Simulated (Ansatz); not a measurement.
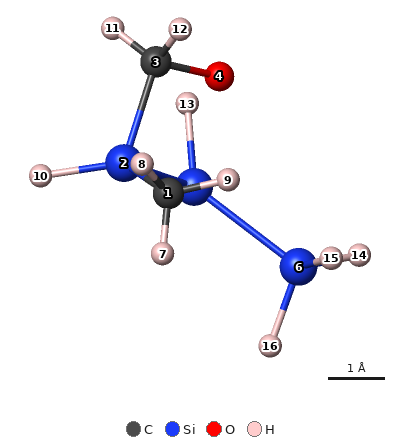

*The structure (ball-and-stick view, seen at an oblique angle; atoms are numbered from 1 in the order of the input).*

Bond lengths as drawn: C–H 1.09 to 1.10 Å, C–O 1.51 Å, C–Si 1.92 to 1.96 Å, H–Si 1.50 to 1.63 Å and Si–Si 2.38 to 2.39 Å.

**Run report: C2H10OSi3, frequency calculation**

System: C2H10OSi3.
Method: RKS r2SCAN-D4/6-31G (Ansatz 0.2.0).

It belongs to a series of runs on one base structure; here: vibrations at the highest image of the band. Figures and captions count atoms from 1; the log counts them from 0 in places.

**The program's output**
```
Engine: ansatz 0.2.0, aarch64-unknown-linux-gnu
Functional definition: r2SCAN
  parameter k0 = 0.174
  parameter k1 = 0.065
  parameter a1 = 4.9479
  exchange = r2scan_x(k0 = k0, k1 = k1, a1 = a1)
  correlation = r2scan_c
1146 factors; integrals over basis functions are off by at most 1.6e-4 eV
mean field evaluation 1: about -27896.3504 eV, gradient 6.1e1 eV
mean field evaluation 2: about -27827.9845 eV, gradient 1.6e2 eV
mean field evaluation 4: about -27904.9708 eV, gradient 8.9e0 eV
mean field evaluation 8: about -27905.1655 eV, gradient 1.4e-1 eV
mean field evaluation 16: about -27905.1534 eV, gradient 6.9e-5 eV
mean field -27905.15335043 eV, -1025.4954708360 hartree, gradient 1.1e-5 eV, S^2 0.000000; 0 other end points of the search recorded, 0 dependent functions left out
the calculation of the forces begins
reference -27905.15336279 eV, -1025.4954712901 hartree; 36, 36 occupied and 50, 50 virtual orbitals, 1146 factors
these checks for a lower state are left out or cut short: stability, starts, cluster_reference, orbital_swaps, neighbouring_geometries, increment
1146 factors; integrals over basis functions are off by at most 1.6e-4 eV
mean field -27905.15325644 eV, -1025.4954673819 hartree, gradient 8.1e-7 eV, S^2 0.000000; 0 other end points of the search recorded, 0 dependent functions left out
[... from here on the field's lines of each further geometry are left out, up to the last ...]
the calculation of the forces begins
reference -27905.15330017 eV, -1025.4954689888 hartree; 36, 36 occupied and 50, 50 virtual orbitals, 1146 factors
these checks for a lower state are left out or cut short: stability, starts, cluster_reference, orbital_swaps, neighbouring_geometries, increment
1146 factors; integrals over basis functions are off by at most 1.6e-4 eV
mean field -27905.15336501 eV, -1025.4954713717 hartree, gradient 1.2e-6 eV, S^2 0.000000; 0 other end points of the search recorded, 0 dependent functions left out
the calculation of the forces begins
reference -27905.15337736 eV, -1025.4954718258 hartree; 36, 36 occupied and 50, 50 virtual orbitals, 1146 factors
WARN: phonons: modes at or below zero, which the zero-point energy, F, S and C_V leave out: 1, the lowest at -1216.25 cm⁻¹. A minimum has none, and a first-order saddle one
Total energy: -27905.26667835 eV, -1025.4996355601 hartree
Atom 0 at    -1.835910    -1.004550     0.406922 Å, force     0.014056    -0.003408     0.008147 eV/Å
Atom 1 at    -0.091453    -0.764699     1.160277 Å, force    -0.015214     0.008819    -0.007906 eV/Å
Atom 2 at     1.258220    -1.686863     0.080392 Å, force    -0.003207     0.015408    -0.044718 eV/Å
Atom 3 at     1.793891    -0.573021    -0.788594 Å, force    -0.036445     0.017421     0.022207 eV/Å
Atom 4 at     1.183948     1.083455     0.349984 Å, force    -0.009376    -0.026258    -0.010530 eV/Å
Atom 5 at    -0.076760     2.608462    -0.967822 Å, force     0.007180    -0.006276     0.002047 eV/Å
Atom 6 at    -2.561308    -0.309275     0.844087 Å, force     0.008882     0.001486     0.010190 eV/Å
Atom 7 at    -2.190280    -2.028405     0.581182 Å, force    -0.003825     0.001103    -0.003658 eV/Å
Atom 8 at    -1.796691    -0.827622    -0.674118 Å, force    -0.001334     0.001766     0.009224 eV/Å
Atom 9 at    -0.084499    -1.099704     2.631843 Å, force     0.001256    -0.007002     0.000789 eV/Å
Atom 10 at     2.075349    -2.128296     0.663489 Å, force     0.001251    -0.000551    -0.011351 eV/Å
Atom 11 at     0.867028    -2.440630    -0.610246 Å, force    -0.006382    -0.029731     0.008487 eV/Å
Atom 12 at     2.554011     0.259162     0.042893 Å, force     0.040780     0.030317     0.033937 eV/Å
Atom 13 at     0.770584     3.377097    -1.941907 Å, force     0.005040    -0.005546     0.000096 eV/Å
Atom 14 at    -1.185239     1.921561    -1.723917 Å, force     0.004061    -0.000197    -0.002241 eV/Å
Atom 15 at    -0.703690     3.590731    -0.010364 Å, force    -0.006722     0.002650    -0.014721 eV/Å
Dipole moment:    -0.360987    -0.214070     0.242064 e Å
Vibrations: -1216.25 58.43 63.85 87.51 114.55 151.51 175.86 199.72 318.60 355.20 432.36 472.11 494.45 518.68 582.18 654.13 669.22 703.97 815.14 822.24 852.49 879.36 911.63 921.18 928.40 942.03 1175.98 1253.97 1344.82 1485.20 1504.80 1507.95 1767.92 2136.52 2138.99 2162.54 2183.87 3042.76 3061.59 3139.66 3146.13 3156.89 cm⁻¹, zero-point energy 2.934359 eV
```

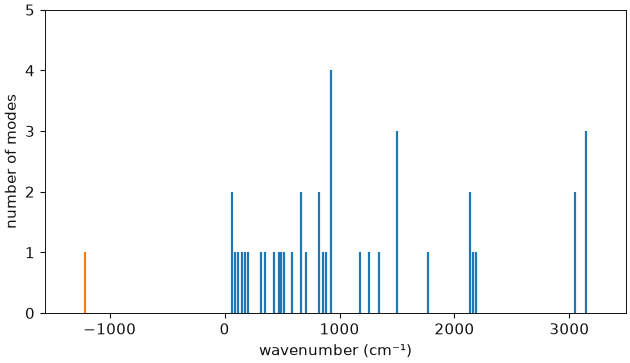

*Harmonic vibrational wavenumbers from the force constants; neighbouring modes closer than 20 cm⁻¹ are counted in one stick, and imaginary ones are drawn at negative wavenumbers.*

42 modes from 1216i to 3157 cm⁻¹, 1 imaginary beyond 8i (1216i cm⁻¹): a first-order saddle point, if the geometry is stationary.

The run was set up as follows.

**Input file**
```yaml
crystal:
  periodic: [false, false, false]
  atoms:
    - { symbol: C, position_ang: [-1.83591, -1.00455, 0.406922] }
    - { symbol: Si, position_ang: [-0.091453, -0.764699, 1.160277] }
    - { symbol: C, position_ang: [1.25822, -1.686863, 0.080392] }
    - { symbol: O, position_ang: [1.793891, -0.573021, -0.788594] }
    - { symbol: Si, position_ang: [1.183948, 1.083455, 0.349984] }
    - { symbol: Si, position_ang: [-0.07676, 2.608462, -0.967822] }
    - { symbol: H, position_ang: [-2.561308, -0.309275, 0.844087] }
    - { symbol: H, position_ang: [-2.19028, -2.028405, 0.581182] }
    - { symbol: H, position_ang: [-1.796691, -0.827622, -0.674118] }
    - { symbol: H, position_ang: [-0.084499, -1.099704, 2.631843] }
    - { symbol: H, position_ang: [2.075349, -2.128296, 0.663489] }
    - { symbol: H, position_ang: [0.867028, -2.44063, -0.610246] }
    - { symbol: H, position_ang: [2.554011, 0.259162, 0.042893] }
    - { symbol: H, position_ang: [0.770584, 3.377097, -1.941907] }
    - { symbol: H, position_ang: [-1.185239, 1.921561, -1.723917] }
    - { symbol: H, position_ang: [-0.70369, 3.590731, -0.010364] }
basis:
  gaussian: { orbitals: "6-31G" }
hamiltonian:
  xc: r2scan
  dispersion: d4
phonons: {}
```

Run as:
```bash
ansatz run input.yaml --threads 2 --pin off --max-ram 3072MiB --backend cpu --events-out ev --progress --plain --runs-dir out
```

**Summary**

```csv
quantity,value
outcome,converged
total energy,−27905.2667 eV
mean-field energy,−27905.1534 eV
largest force (length of the vector),0.061 eV/Å
hardware,"2 threads of Arm Neoverse N1, 16 GiB of memory available, shared host"
wall time,10 min (CPU time 20 min)
peak memory,0.19 GiB
```
